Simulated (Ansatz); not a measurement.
# YSi2Ru2: relaxation and properties, part 2 of 3

Aim: for YSi2Ru2, relax cell and atoms and compute bands, density of states and charges.

Ansatz 0.2.0; DFT LDA, scalar-relativistic, plane waves, PAW. Earlier steps stand in the parts before.

### 4 The relaxation

The COD entry's cell or inner coordinates are ideal or old and differ from later refinements, so a difference from it is no clean test against experiment.

Input file input.yaml:

```yaml
crystal:
  lattice:
    - [-2.0549607123, 2.0549607123, 4.7117417259]
    - [2.0549607123, -2.0549607123, 4.7117417259]
    - [2.0549607123, 2.0549607123, -4.7117417259]
  atoms:
    - { symbol: "Y", position: [0.0, 0.0, 0.0] }
    - { symbol: Si, position: [0.36905492, 0.36905492, 0.0] }
    - { symbol: Si, position: [0.63094508, 0.63094508, 0.0] }
    - { symbol: Ru, position: [0.75, 0.25, 0.5] }
    - { symbol: Ru, position: [0.25, 0.75, 0.5] }
basis:
  ecutwfc: 420
kpoints:
  mp_grid: { grid: [12, 12, 12] }
hamiltonian:
  xc: lda
scf:
  occupations: { method: gaussian, width: 0.1 }
output:
  forces: true
  stress: true
  eigenvalues: true
  write_density: true
  write_potential: true
  elf: true
  volumetric_format: npy
relax:
  adjacent_minimum: "off"
  f_tol: 0.005
  max_steps: 80
  cell: { stress_tol: 0.05 }
```

Started as:

```sh
ansatz run input.yaml --threads 2 --pin off --max-ram 5120MiB --backend cpu --events-out ev --progress --plain --runs-dir out
```

The log of the run:

```text
Warning: RAYON_NUM_THREADS=2 ignored (pool sized by the plan → 2); use --threads N
Engine: ansatz 0.2.0, x86_64-unknown-linux-gnu
Pseudopotentials: kind: paw
Pseudopotential: Y, paw, valence charge 11, recommended cutoff 420 eV (normal), Y.paw.azcp
Pseudopotential: Si, paw, valence charge 4, recommended cutoff 420 eV (normal), Si.paw.azcp
Pseudopotential: Ru, paw, valence charge 16, recommended cutoff 420 eV (normal), Ru.paw.azcp
Functional definition: SPW92
  exchange = slater_x
  correlation = pw_c
Crystal: 5 atoms, lattice volume = 79.588 Å³
Basis set: ecut = 420 eV, 1555 PW (Γ)
Bands: 31, of which v1, the nominal top of the filled ones, is band 26 counted from 1 (25 counted from 0)
Symmetry: 16 space group operations
Space group: I4/mmm (ITA 139), of the structure as read, at distance tolerance 4.3e-5 Å
k-points: 163 of 1728
Non-local potential: Y, projectors of the file, l = 0: 3, l = 1: 2, l = 2: 2, l = 3: 1
Non-local potential: Si, projectors of the file, l = 0: 2, l = 1: 2, l = 2: 2
Non-local potential: Ru, projectors of the file, l = 0: 3, l = 1: 2, l = 2: 2, l = 3: 1
PAW form: soft (Blöchl's): semilocal exchange-correlation on the pseudo side does not see the compensation charge
PAW frozen core: Y, regenerated for the run's functional, and the local potential with it (the file was generated under x = pbe(κ = 0.804, μ = 0.2195149727645171), c = pbe(β = 0.06672455060314922))
PAW frozen core: Si, regenerated for the run's functional, and the local potential with it (the file was generated under x = pbe(κ = 0.804, μ = 0.2195149727645171), c = pbe(β = 0.06672455060314922))
PAW frozen core: Ru, regenerated for the run's functional, and the local potential with it (the file was generated under x = pbe(κ = 0.804, μ = 0.2195149727645171), c = pbe(β = 0.06672455060314922))
PAW one-centre angular grid: Y, 590 points (default); XC on 64 Gauss nodes
PAW one-centre angular grid: Si, 110 points (default); XC on 64 Gauss nodes
PAW one-centre angular grid: Ru, 590 points (default); XC on 64 Gauss nodes
Initial density: superposition of atomic densities (neutral atoms: chi_scale 0, normalization atom), corrected by the library's trained network
Initial wavefunctions: pseudopotential atomic-orbital guess
Functional: x = slater, c = lda
SCF iter   1: F=—  HF=-16484.145313 eV  |F-HF|=—  |Δ(HF+E_count)|=         —  Δρ=6.62e-3  dr2=2.35e-2  ethr=1.77e-3  ⟨swp⟩=5.5  Hψ=20017  notcnv=0
preconditioner: auto → Kerker (q_TF=auto, 2.533 Å⁻¹)  [metal: Δε(μ)=0.006 eV  Ē_g=9.318 eV  σ=0.100 eV  W_gap=0.04  n_scr=22 (ndim 8)  ℏωp=23.9 eV  f_vac=0.000  D(μ)=2.34/eV (n_scr^D=14)]
SCF iter   2: F=—  HF=-16484.141967 eV  |F-HF|=—  |Δ(HF+E_count)|=   3.35e-3  Δρ=3.31e-3  dr2=6.05e-3  ethr=4.60e-5  ⟨swp⟩=1.6  Hψ=6796  notcnv=0
SCF iter   3: F=—  HF=-16484.140483 eV  |F-HF|=—  |Δ(HF+E_count)|=   1.48e-3  Δρ=5.65e-4  dr2=3.92e-4  ethr=1.19e-5  ⟨swp⟩=2.0  Hψ=6747  notcnv=0
SCF iter   4: F=—  HF=-16484.140369 eV  |F-HF|=—  |Δ(HF+E_count)|=   1.14e-4  Δρ=1.29e-4  dr2=1.97e-5  ethr=7.68e-7  ⟨swp⟩=2.1  Hψ=7571  notcnv=0
SCF iter   5: F=—  HF=-16484.140363 eV  |F-HF|=—  |Δ(HF+E_count)|=   6.04e-6  Δρ=3.29e-5  dr2=9.11e-7  ethr=3.85e-8  ⟨swp⟩=2.0  Hψ=8320  notcnv=0
SCF iter   6: F=-16484.140363 eV  HF=-16484.140363 eV  |F-HF|=4.64e-8  |Δ(HF+E_count)|=   2.04e-7  Δρ=8.84e-6  dr2=8.00e-8  ethr=1.96e-10  ⟨swp⟩=11.4  Hψ=36965  notcnv=0
SCF 1 converged in 6 iterations: F = -16484.140363 eV  dr2 = 8.00e-8
relax step   1: F+E_penalty+E_count = -16484.14036313 eV  Δ(F+E_penalty+E_count) = +0.000e0 eV  max|allowed force component| = 6.475e-2 eV/Å  Δτ_max = 0.0000 Å  P = +0.007 GPa  Ω = 79.588 Å³  (6 SCF iters, dr2 threshold 1.00e-7 eV, accepted)
Crystal: 5 atoms, lattice volume = 79.651 Å³
Initial density: handed on by an earlier stage of this run
Initial wavefunctions: those handed on with the density
iter 1 solved again at ethr=5.38e-7 eV; its pass at ethr=3.10e-3 eV (dr2=2.74e-4 eV) is discarded
SCF iter   1: F=—  HF=-16484.140627 eV  |F-HF|=—  |Δ(HF+E_count)|=         —  Δρ=3.63e-4  dr2=2.73e-4  ethr=5.38e-7  ⟨swp⟩=1.9  Hψ=20989  notcnv=0
preconditioner: auto → Kerker (q_TF=auto, 2.533 Å⁻¹)  [metal: Δε(μ)=0.014 eV  Ē_g=9.310 eV  σ=0.100 eV  W_gap=0.08  n_scr=22 (ndim 8)  ℏωp=23.9 eV  f_vac=0.000  D(μ)=2.36/eV (n_scr^D=14)]
SCF iter   2: F=—  HF=-16484.140600 eV  |F-HF|=—  |Δ(HF+E_count)|=   2.68e-5  Δρ=1.65e-4  dr2=6.80e-5  ethr=5.36e-7  ⟨swp⟩=1.0  Hψ=5053  notcnv=0
SCF iter   3: F=—  HF=-16484.140586 eV  |F-HF|=—  |Δ(HF+E_count)|=   1.39e-5  Δρ=3.00e-5  dr2=2.50e-6  ethr=1.33e-7  ⟨swp⟩=1.9  Hψ=6029  notcnv=0
iter 4 did not close the SCF: its close was put off for the readings that it lacked (scf_convergence_deferred on its scf_iter line)
SCF iter   4: F=-16484.140585 eV  HF=-16484.140585 eV  |F-HF|=3.49e-8  |Δ(HF+E_count)|=   5.97e-7  Δρ=6.76e-6  dr2=5.44e-8  ethr=4.91e-9  ⟨swp⟩=2.1  Hψ=7148  notcnv=0
iter 5 did not close the SCF: its close was put off for the readings that it lacked (scf_convergence_deferred on its scf_iter line)
SCF iter   5: F=-16484.140585 eV  HF=-16484.140585 eV  |F-HF|=8.08e-10  |Δ(HF+E_count)|=   1.69e-8  Δρ=1.38e-6  dr2=1.60e-9  ethr=1.07e-10  ⟨swp⟩=2.1  Hψ=8816  notcnv=0
SCF iter   6: F=-16484.140585 eV  HF=-16484.140585 eV  |F-HF|=6.18e-11  |Δ(HF+E_count)|=  4.15e-10  Δρ=2.98e-7  dr2=8.88e-11  ethr=3.15e-12  ⟨swp⟩=4.2  Hψ=25680  notcnv=0
SCF 2 converged in 6 iterations: F = -16484.140585 eV  dr2 = 8.88e-11
relax step   2: F+E_penalty+E_count = -16484.14058539 eV  Δ(F+E_penalty+E_count) = -2.223e-4 eV  max|allowed force component| = 2.712e-2 eV/Å  Δτ_max = 0.0025 Å  P = -0.047 GPa  Ω = 79.651 Å³  energy of the carried Pulay correction = -1.259e-5 eV  (6 SCF iters, dr2 threshold 2.62e-7 eV, accepted)
Crystal: 5 atoms, lattice volume = 79.624 Å³
iter 1 solved again at ethr=7.48e-8 eV; its pass at ethr=3.10e-3 eV (dr2=3.82e-5 eV) is discarded
SCF iter   1: F=—  HF=-16484.140634 eV  |F-HF|=—  |Δ(HF+E_count)|=         —  Δρ=1.39e-4  dr2=3.87e-5  ethr=7.48e-8  ⟨swp⟩=2.8  Hψ=23537  notcnv=0
preconditioner: auto → Kerker (q_TF=auto, 2.533 Å⁻¹)  [metal: Δε(μ)=0.014 eV  Ē_g=9.313 eV  σ=0.100 eV  W_gap=0.08  n_scr=22 (ndim 8)  ℏωp=23.9 eV  f_vac=0.000  D(μ)=2.36/eV (n_scr^D=14)]
SCF iter   2: F=—  HF=-16484.140629 eV  |F-HF|=—  |Δ(HF+E_count)|=   5.13e-6  Δρ=7.60e-5  dr2=1.25e-5  ethr=7.48e-8  ⟨swp⟩=1.0  Hψ=5056  notcnv=0
SCF iter   3: F=—  HF=-16484.140625 eV  |F-HF|=—  |Δ(HF+E_count)|=   3.06e-6  Δρ=1.15e-5  dr2=3.71e-7  ethr=2.44e-8  ⟨swp⟩=2.0  Hψ=6788  notcnv=0
iter 4 did not close the SCF: its close was put off for the readings that it lacked (scf_convergence_deferred on its scf_iter line)
SCF iter   4: F=-16484.140625 eV  HF=-16484.140625 eV  |F-HF|=8.59e-9  |Δ(HF+E_count)|=   8.74e-8  Δρ=3.91e-6  dr2=1.51e-8  ethr=7.28e-10  ⟨swp⟩=2.0  Hψ=7128  notcnv=0
iter 5 did not close the SCF: its close was put off for the readings that it lacked (scf_convergence_deferred on its scf_iter line)
SCF iter   5: F=-16484.140625 eV  HF=-16484.140625 eV  |F-HF|=4.69e-10  |Δ(HF+E_count)|=   4.37e-9  Δρ=9.71e-7  dr2=7.38e-10  ethr=2.95e-11  ⟨swp⟩=2.0  Hψ=8731  notcnv=0
SCF iter   6: F=-16484.140625 eV  HF=-16484.140625 eV  |F-HF|=2.55e-11  |Δ(HF+E_count)|=  1.67e-10  Δρ=1.41e-7  dr2=3.12e-11  ethr=1.45e-12  ⟨swp⟩=4.1  Hψ=25683  notcnv=0
SCF 3 converged in 6 iterations: F = -16484.140625 eV  dr2 = 3.12e-11
relax step   3: F+E_penalty+E_count = -16484.14062537 eV  Δ(F+E_penalty+E_count) = -3.998e-5 eV  max|allowed force component| = 5.751e-3 eV/Å  Δτ_max = 0.0017 Å  P = +0.085 GPa  Ω = 79.624 Å³  energy of the carried Pulay correction = -7.150e-6 eV  (6 SCF iters, accepted)
Crystal: 5 atoms, lattice volume = 79.663 Å³
iter 1 solved again at ethr=1.82e-8 eV; its pass at ethr=3.10e-3 eV (dr2=9.30e-6 eV) is discarded
SCF iter   1: F=—  HF=-16484.140628 eV  |F-HF|=—  |Δ(HF+E_count)|=         —  Δρ=8.22e-5  dr2=1.00e-5  ethr=1.82e-8  ⟨swp⟩=2.3  Hψ=23659  notcnv=0
SCF iter   2: F=—  HF=-16484.140627 eV  |F-HF|=—  |Δ(HF+E_count)|=   1.28e-6  Δρ=3.47e-5  dr2=1.82e-6  ethr=1.82e-8  ⟨swp⟩=1.0  Hψ=5062  notcnv=0
SCF iter   3: F=—  HF=-16484.140627 eV  |F-HF|=—  |Δ(HF+E_count)|=   2.93e-7  Δρ=7.12e-6  dr2=6.04e-8  ethr=3.57e-9  ⟨swp⟩=2.2  Hψ=6402  notcnv=0
iter 4 did not close the SCF: its close was put off for the readings that it lacked (scf_convergence_deferred on its scf_iter line)
SCF iter   4: F=-16484.140627 eV  HF=-16484.140627 eV  |F-HF|=9.31e-10  |Δ(HF+E_count)|=   1.38e-8  Δρ=1.30e-6  dr2=1.66e-9  ethr=1.19e-10  ⟨swp⟩=2.3  Hψ=7415  notcnv=0
iter 5 did not close the SCF: its close was put off for the readings that it lacked (scf_convergence_deferred on its scf_iter line)
SCF iter   5: F=-16484.140627 eV  HF=-16484.140627 eV  |F-HF|=7.64e-11  |Δ(HF+E_count)|=  5.35e-10  Δρ=3.54e-7  dr2=1.08e-10  ethr=3.25e-12  ⟨swp⟩=2.0  Hψ=7245  notcnv=0
SCF iter   6: F=-16484.140627 eV  HF=-16484.140627 eV  |F-HF|=7.28e-12  |Δ(HF+E_count)|=  1.46e-11  Δρ=7.75e-8  dr2=7.62e-12  ethr=1.00e-12  ⟨swp⟩=4.5  Hψ=21822  notcnv=0
SCF 4 converged in 6 iterations: F = -16484.140627 eV  dr2 = 7.62e-12
relax step   4: F+E_penalty+E_count = -16484.14062689 eV  Δ(F+E_penalty+E_count) = -1.525e-6 eV  max|allowed force component| = 6.461e-4 eV/Å  Δτ_max = 0.0000 Å  P = -0.011 GPa  Ω = 79.663 Å³  energy of the carried Pulay correction = -1.491e-5 eV  (6 SCF iters, accepted)
Initial wavefunctions: pseudopotential atomic-orbital guess (no wavefunctions were taken with the density)
iter 1 solved again at ethr=1.22e-7 eV; its pass at ethr=3.10e-3 eV (dr2=6.22e-5 eV) is discarded
SCF iter   1: F=—  HF=-16484.140641 eV  |F-HF|=—  |Δ(HF+E_count)|=         —  Δρ=8.78e-7  dr2=1.66e-10  ethr=1.22e-7  ⟨swp⟩=3.0  Hψ=34894  notcnv=0
eigensolver tolerance schedule: the retry pair's looser diagonalisation over-reported the residual by 374719.18 of it (diagonalisation noise at an unbounded share of the residual, at the tolerance the schedule requests for it); recorded, not acted on — ethr = c·dr2/N_el stays at c = 1.0e-1
SCF iter   2: F=—  HF=-16484.140643 eV  |F-HF|=—  |Δ(HF+E_count)|=   1.34e-6  Δρ=4.82e-7  dr2=5.14e-11  ethr=1.00e-12  ⟨swp⟩=3.3  Hψ=12059  notcnv=0
iter 3 did not close the SCF: its close was put off for the readings that it lacked (scf_convergence_deferred on its scf_iter line)
SCF iter   3: F=-16484.140643 eV  HF=-16484.140643 eV  |F-HF|=0.00e0  |Δ(HF+E_count)|=  2.55e-11  Δρ=2.66e-7  dr2=1.46e-11  ethr=1.00e-12  ⟨swp⟩=1.0  Hψ=5053  notcnv=0
iter 4 did not close the SCF: its close was put off for the readings that it lacked (scf_convergence_deferred on its scf_iter line)
SCF iter   4: F=-16484.140643 eV  HF=-16484.140643 eV  |F-HF|=3.64e-12  |Δ(HF+E_count)|=  7.28e-12  Δρ=2.61e-8  dr2=5.60e-13  ethr=1.00e-12  ⟨swp⟩=1.0  Hψ=5053  notcnv=0
iter 5 did not close the SCF: its close was put off for the readings that it lacked (scf_convergence_deferred on its scf_iter line)
SCF iter   5: F=-16484.140643 eV  HF=-16484.140643 eV  |F-HF|=0.00e0  |Δ(HF+E_count)|=  3.64e-12  Δρ=8.16e-9  dr2=1.17e-13  ethr=1.00e-12  ⟨swp⟩=1.0  Hψ=5053  notcnv=0
iter 6 did not close the SCF: its close was put off for the readings that it lacked (scf_convergence_deferred on its scf_iter line)
SCF iter   6: F=-16484.140643 eV  HF=-16484.140643 eV  |F-HF|=7.28e-12  |Δ(HF+E_count)|=    0.00e0  Δρ=4.27e-9  dr2=2.60e-14  ethr=1.00e-12  ⟨swp⟩=1.0  Hψ=5053  notcnv=0
SCF iter   7: F=-16484.140643 eV  HF=-16484.140643 eV  |F-HF|=3.64e-12  |Δ(HF+E_count)|=  3.64e-12  Δρ=1.83e-9  dr2=4.60e-15  ethr=1.00e-12  ⟨swp⟩=2.3  Hψ=14997  notcnv=0
SCF 5 converged in 7 iterations: F = -16484.140643 eV  dr2 = 4.60e-15
relax step   5: F+E_penalty+E_count = -16484.14064257 eV  Δ(F+E_penalty+E_count) = -1.567e-5 eV  max|allowed force component| = 6.450e-4 eV/Å  Δτ_max = 0.0000 Å  P = -0.011 GPa  Ω = 79.663 Å³  stress off target by 1.12e-2 GPa  SCF on the basis re-selected at this cell (its energy is not comparable with the rows above)  (7 SCF iters)
basis re-selected at this cell: Δ(F+E_penalty+E_count) = -1.567e-5 eV, ΔP = +0.000 GPa vs the last step (what re-selecting the basis moved, of the pressure what is left beyond the Pulay correction that the steps carried, after the strain that the cell walked since its last selection, with what the two solves' SCF thresholds leave and, on support functions, any second-order correction that the steps lacked; it is no measure of the basis error at this ecutwfc). This SCF's stress stands 1.12e-2 GPa from its target on what of the cell is left free (relax.cell.stress_tol is 5.00e-2 GPa) and its largest allowed force component is 6.45e-4 eV/Å (relax.f_tol is 5.00e-3 eV/Å): within both
SCF converged after 7 iterations
Free energy (F): -16484.140643 eV
Harris-Foulkes:  -16484.140643 eV  (|F-HF|=3.64e-12)
Internal energy: -16484.128830 eV  (E = F + TS)
E sigma→0 (E₀):  -16484.134736 eV
Entropy (-TS):   -0.011813 eV (-2.363 meV/atom)
Fermi energy:    15.052984 eV
--- Per-component energies (eV) ---
  E_band       = -332.979689
  E_kinetic    = 1432.121049
  E_local      = -4536.488035  (includes V_loc(G=0)·N_el)
  E_nonlocal   = 806.470358
  E_hartree    = 1629.531963
  E_xc         = -667.505902
  E_vxc        = -779.848076  (∫ρ·V_xc dr)
  E_paw        = -10381.084370  (= ΣΔE_a)
  E_vpaw       = -514.298469  (= ΣTr[D̂ρ^β])
  E_aug_tail   = -0.000441  (compensation charges beyond the density's cutoff)
  E_ewald      = -4768.815067
  E_core_change = 1.641617  (= ΣΔE_core)
  E_smearing   = -0.011813  (= −TS)
  E_closure    = -0.000000  (closes the sum)
  Σ components = -16484.140643   (vs F -16484.140643, Δ=0.00e0)
--- Forces (eV/Å), atoms counted from 1 ---
  atom   1  Y      0.00000000     0.00000000     0.00000000
  atom   2  Si     0.00000000    -0.00000000     0.00064500
  atom   3  Si     0.00000000    -0.00000000    -0.00064500
  atom   4  Ru     0.00000000     0.00000000     0.00000000
  atom   5  Ru    -0.00000000     0.00000000     0.00000000
  max |Σ_I F_I| component: 1.91e-17 eV/Å
--- Stress (GPa, compression-positive) ---
       -0.011205       0.000000      -0.000000
        0.000000      -0.011205      -0.000000
       -0.000000      -0.000000      -0.010140
  P = ⅓ Tr σ = -0.0108 GPa (-0.108 kbar)
--- Band table (eV; the first three rows and the last of 163) ---
  k-point 0: bands = ["-56.8430", "-56.7964", "-27.1224", "-27.1224", "-26.9661", "-26.8874", "-26.8720", "-26.8720", "-26.8262", "-7.0566", "-7.0566", "-6.9866", "4.6043", "7.6357", "9.3127", "11.0304", "11.0304", "11.0853", "13.1619", "13.4296", "13.4296", "14.2473", "14.5999", "14.6952", "14.6952", "14.8336", "15.1283", "16.6178", "18.1593", "18.4701", "18.4701"]
  k-point 1: bands = ["-56.8415", "-56.7979", "-27.1249", "-27.1041", "-26.9705", "-26.8866", "-26.8852", "-26.8702", "-26.8281", "-7.0641", "-7.0617", "-6.9859", "4.7298", "7.6959", "9.4327", "10.7673", "11.1117", "11.2818", "12.6975", "13.1783", "13.9186", "14.0668", "14.5935", "14.6127", "14.6539", "14.7164", "15.0620", "16.7368", "17.2547", "18.6996", "18.7064"]
  k-point 2: bands = ["-56.8371", "-56.8021", "-27.1319", "-27.0541", "-26.9935", "-26.9153", "-26.8792", "-26.8655", "-26.8335", "-7.0834", "-7.0755", "-6.9841", "5.0738", "7.8584", "9.6795", "10.4721", "11.3389", "11.5546", "12.2512", "12.3821", "13.9295", "14.2977", "14.3563", "14.3737", "14.4459", "14.6351", "14.9894", "16.5920", "16.9501", "18.8088", "19.2466"]
  k-point 162: bands = ["-56.8430", "-56.7964", "-27.1225", "-27.1225", "-27.0547", "-26.8719", "-26.8719", "-26.8256", "-26.7970", "-7.0524", "-7.0524", "-7.0138", "5.7788", "6.1746", "9.4685", "10.9998", "10.9998", "11.1706", "12.3374", "12.5696", "12.8449", "12.8449", "15.0327", "15.5560", "15.5560", "16.4191", "16.6173", "17.5950", "17.7154", "18.8383", "19.2241"]
--- Relaxed structure (4 steps of the walk, 4 accepted, 1 SCFs on fresh bases) ---
  F+E_penalty+E_count = -16484.14064257 eV   max|allowed force component| = 6.450e-4 eV/Å   (the final SCF, on the basis selected at the relaxed cell)
  cell:  # Å, volume = 79.6626 Å³
    - [-2.0552783475609813, 2.0552783475609813, 4.714688611928205]
    - [2.0552783475609813, -2.0552783475609813, 4.714688611928205]
    - [2.0552783475609813, 2.0552783475609813, -4.714688611928205]
  atoms:
    - { symbol: Y, position: [-2.3082553491761652e-20, -2.3082553491761652e-20, 1.8451323936838507e-35] }
    - { symbol: Si, position: [0.36861758444962683, 0.36861758444962683, -4.833661974810151e-35] }
    - { symbol: Si, position: [0.6313824155503731, 0.6313824155503731, -5.070286810086455e-35] }
    - { symbol: Ru, position: [0.7500000000000001, 0.24999999999999992, 0.5000000000000001] }
    - { symbol: Ru, position: [0.24999999999999992, 0.7500000000000001, 0.5000000000000001] }
```

Run time: 57 s. Hardware: 2 threads of Intel Xeon Platinum 8259CL at 2.50GHz (Skylake/Cascade Lake), shared host; peak memory 0.65 GiB.

Relaxation path:

| step | energy from step 1 (eV/cell) | largest force component (eV/Å) | pressure (GPa) | volume (Å³) |
| --- | --- | --- | --- | --- |
| 1 | 0.0000 | 0.0647 | 0.01 | 79.59 |
| 2 | -0.0002 | 0.0271 | -0.05 | 79.65 |
| 3 | -0.0003 | 0.0058 | 0.08 | 79.62 |
| 4 | -0.0003 | 0.0006 | -0.01 | 79.66 |
| 5 | -0.0003 | 0.0006 | -0.01 | 79.66 |

Step 1 is the start. Step 5 repeats the geometry before it on a plane-wave basis chosen anew for that cell, so its energy need not be comparable with the rows above.

Lengths and angles in the start's conventional setting:

|  | before | after | change |
| --- | --- | --- | --- |
| a (Å) | 4.110 | 4.111 | 0.0 % |
| b (Å) | 4.110 | 4.111 | 0.0 % |
| c (Å) | 9.423 | 9.429 | +0.1 % |
| volume (Å³/atom) | 15.92 | 15.93 | +0.1 % |
| shortest distance (Å) | 2.341 | 2.340 | -0.1 % |
| space group (0.01 Å) | I4/mmm | I4/mmm | same |

The run keeps the 16 symmetry operations of the start, so it could not have lowered the symmetry.

The maps below are laid out on this run's own conventional cell (a, b, c = 4.111, 4.111, 9.429 Å).

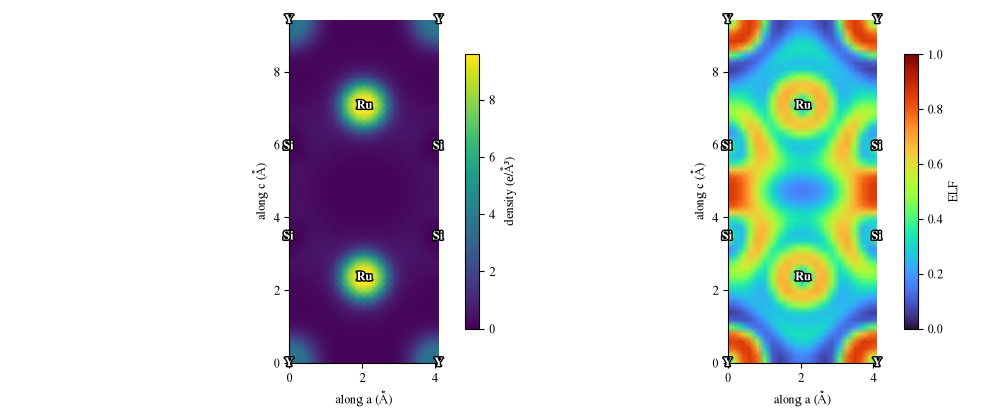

Density (left) and ELF (right) in a lattice plane of the grid's cell (edges 4.11 and 9.43 Å, at 0.000 of the third edge), which holds Y and Si and Ru. Only atoms in the plane are labelled. Both are smooth fields of the valence electrons: close to the nuclei they are not physical.

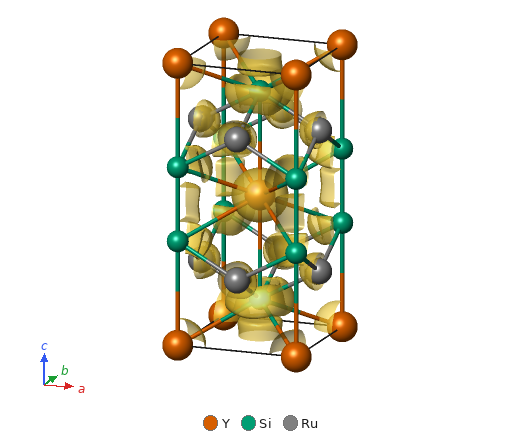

Surface of ELF = 0.64, drawn in one cell.

Maxima of ELF outside the ion cores: 0.86 on the Si–Si line, 1.2 Å from Si; 0.70 beside Si, off the lines to its neighbours, 0.9 Å from Si.

[end of part 2 of 3]
